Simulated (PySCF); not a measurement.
## A study: Cl3H2NTi, SMILES `N[Ti](Cl)(Cl)Cl`

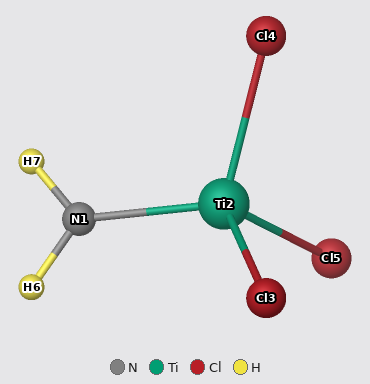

The molecule, with its atoms numbered as below. No frequency check shows the geometry to be a minimum.

Cartesian coordinates (Å):

```
N1      -0.0001    0.0786   -2.0984
Ti2     -0.0002    0.0164   -0.2838
Cl3     -1.7275    0.9541    0.5394
Cl4      1.7231    0.9619    0.5393
Cl5      0.0047   -1.9802    0.4701
H6      -0.8278    0.0880   -2.6978
H7       0.8272    0.0917   -2.6978
```

## 1. Bonding charge

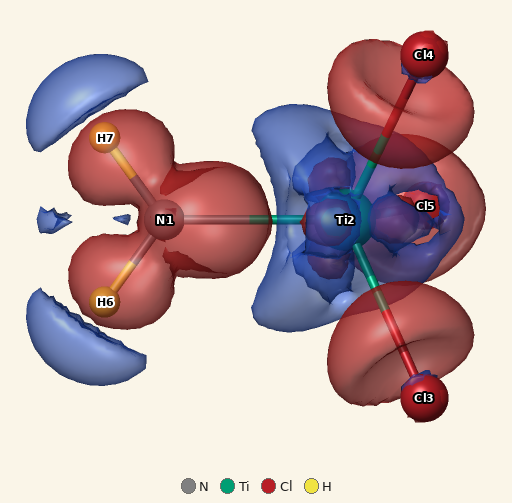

Deformation density (molecule less spherical, spin-averaged free atoms at the same positions), surfaces at ±0.05 e/Å³; red: gain, blue: loss.

PySCF calculation, PBE0/def2-SVP, gas phase; geometry: GFN2-xTB. This is a single-reference result, which may miss multireference character in this system.

Q: How much density has each bond gained at its critical point, relative to the free atoms?

A: N1–H7 and N1–H6: +0.73 e/Å³ at the bond critical point (bond length 1.02 Å, Mayer order 0.9). N1–Ti2: +0.21 e/Å³ at the bond critical point (bond length 1.82 Å, Mayer order 1.3). Ti2–Cl5: +0.11 e/Å³ at the bond critical point (bond length 2.13 Å, Mayer order 1.3). Ti2–Cl3 and Ti2–Cl4: +0.10 e/Å³ at the bond critical point (bond length 2.13 Å, Mayer order 1.3). In all, 1.4 electrons gather in the regions of gain relative to the promolecule. A small or negative value marks a very polar bond, one between electron-rich atoms, whose free-atom densities already overlap strongly, a long bond to a heavier atom, or a closed-shell contact such as a hydrogen bond.

## 2. Electrostatic potential

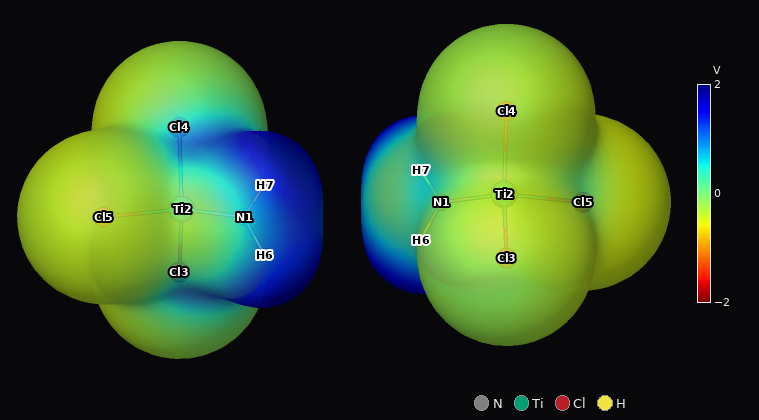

Electrostatic potential on the surface of electron density 0.001 a.u. (back view left, front view right).

Q: Where are the extremes of the potential on the surface?

A: Highest: 1.92 V, 1.2 Å from H7, and at like points elsewhere. Further maxima include 0.48 V, off the Ti2–Cl3 bond (2.2 to 2.4 Å from its atoms); 0.15 V, off the Ti2–Cl3 bond (2.3 to 2.4 Å from its atoms). Lowest: −0.53 V, 2.0 Å from Cl5. Further minima include −0.42 V, 2.0 Å from Cl3, and at like points elsewhere; −0.40 V, 2.0 Å from Cl5. The surface is sampled at points, so like sites can differ by a few per cent and only the strongest of them is named.

Q: What volume does the surface enclose, and what is the dipole moment?

A: About 137 Å³; the dipole moment is 3.4 D.

## 3. Excited states

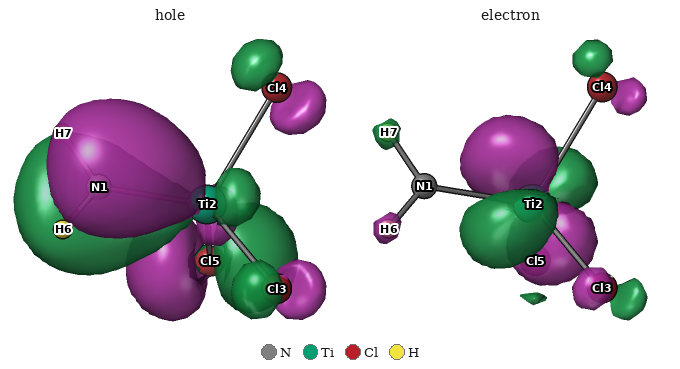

Leading natural transition orbital pair of S₁ (TDA singlet states); the surfaces enclose about 78 % of each orbital's density.

Computed with PySCF, CAM-B3LYP/def2-SVPD, geometry: GFN2-xTB. This is a single-reference result, which may miss multireference character in this system.

Q: Characterise the state.

A: 3.83 eV (323 nm), f = 0.004, ligand-to-metal charge transfer; the leading pair carries 99 %; hole on N1 (56 %), Cl5 (16 %) and Ti2 (12 %), electron on Ti2 (74 %), Cl3 and Cl4 (7 % each) and Cl5 (5 %); their centroids lie 1.1 Å apart. In canonical orbitals it is mainly HOMO → LUMO (93 %). The HOMO–LUMO gap is 7.91 eV.

## 4. In an electric field

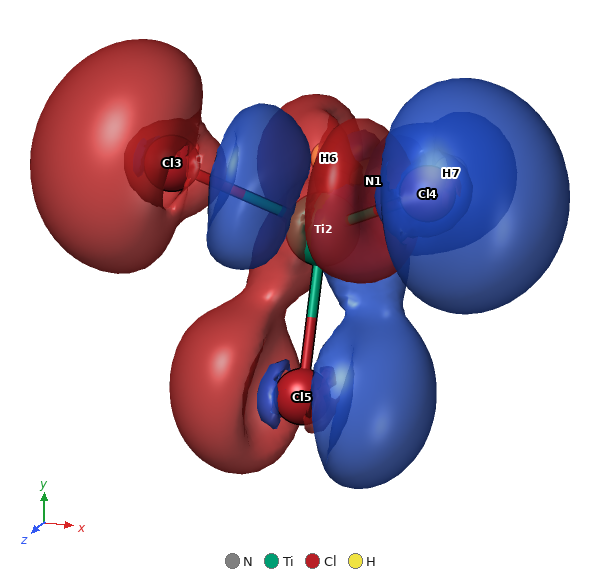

Change of the electron density in a uniform field of 0.41 V/Å, surfaces at ±0.002 e/Å³ (red: gain, blue: loss).

Method: BP86/def2-SVPD; geometry: GFN2-xTB; program: PySCF. This is a single-reference result, which may miss multireference character in this system.

The field was applied in both directions; the picture shows the one opposite to the script's first.

Q: Along which Cartesian direction does the field point?

A: Along +x: electrons gather on the −x side, against the field.

Q: How large is the response?

A: The induced dipole is 1.88 D (along the field); α along this axis, from the fields in both directions, is 92 bohr³ (13.7 Å³).

## 5. Removing or adding an electron

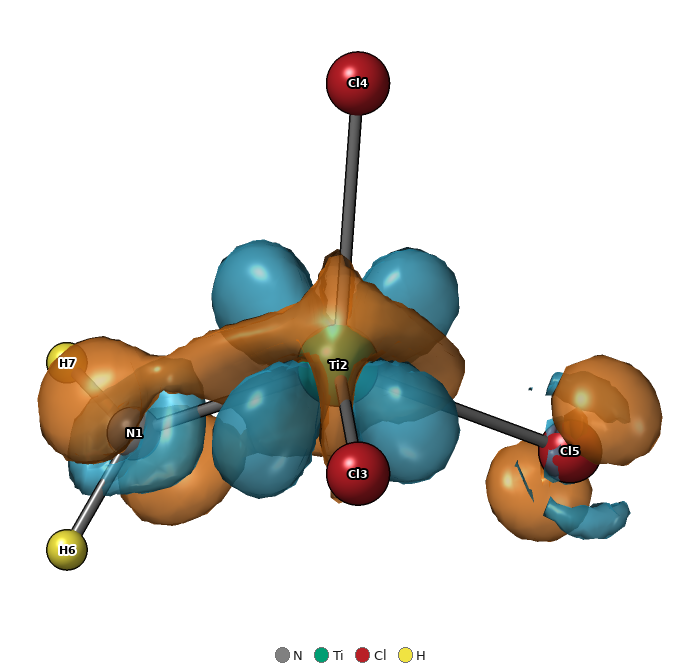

Dual descriptor f⁺ − f⁻ at ±0.06 e/Å³ (light blue positive, orange negative).

PySCF calculation, PBE/def2-SVP, gas phase; geometry: GFN2-xTB. This is a single-reference result, which may miss multireference character in this system.

Q: Which atoms come out as electrophilic, and which as nucleophilic?

A: Electrophilic (positive): Ti2 (+0.13). Nucleophilic (negative): N1 (−0.12) and Cl5 (−0.06). f⁻ (Hirshfeld-condensed) is largest on Cl5 (0.25), N1 (0.20) and Cl3 and Cl4 (0.18 each); the vertical ionisation energy is 9.79 eV. f⁺ (Hirshfeld-condensed) is largest on Ti2 (0.21), Cl3 and Cl4 (0.20 each) and Cl5 (0.19); the vertical electron affinity is 0.38 eV (the stability of the anion's solution wasn't checked; the anion's highest orbital has positive energy, so this value and f⁺ depend on the basis).

## 6. Stretching a bond

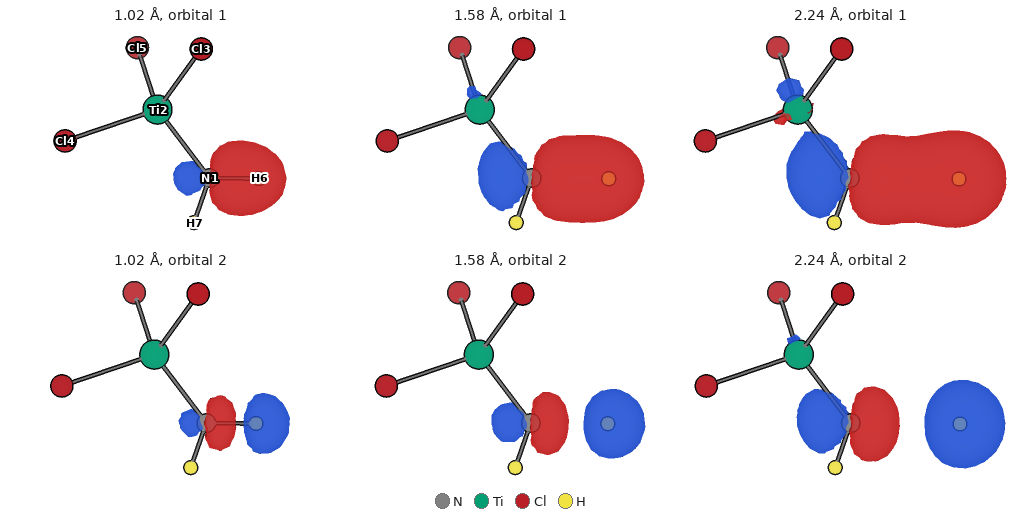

Rigid stretch of the N1–H6 bond. The two CASSCF(2,2) natural orbitals nearest half filling (orbital 1 the more occupied).

Method: def2-SVP basis; geometry: GFN2-xTB; program: PySCF.

Q: How do the occupations change along the stretch?

A: 1.02 Å: 1.98 and 0.02; 1.58 Å: 1.89 and 0.11; 2.24 Å: 1.55 and 0.45. At the longest distance computed (2.86 Å) they are 1.01 and 0.99, and the effective number of unpaired electrons is 2.0.

Q: Where does the UHF solution part from RHF?

A: Between 1.38 Å (⟨S²⟩ = 0, the two coincide) and 1.58 Å (⟨S²⟩ = 0.20); at 2.86 Å ⟨S²⟩ is 1.04 and UHF lies 4.3 eV below RHF.

Q: How much energy does the stretch cost?

A: By CASSCF, 4.7 eV from the lowest point of the scan (1.02 Å) to 2.86 Å; RHF gives 8.4 eV from its own lowest point. The fragments aren't relaxed and dynamic correlation is missing, so this isn't a bond dissociation energy.
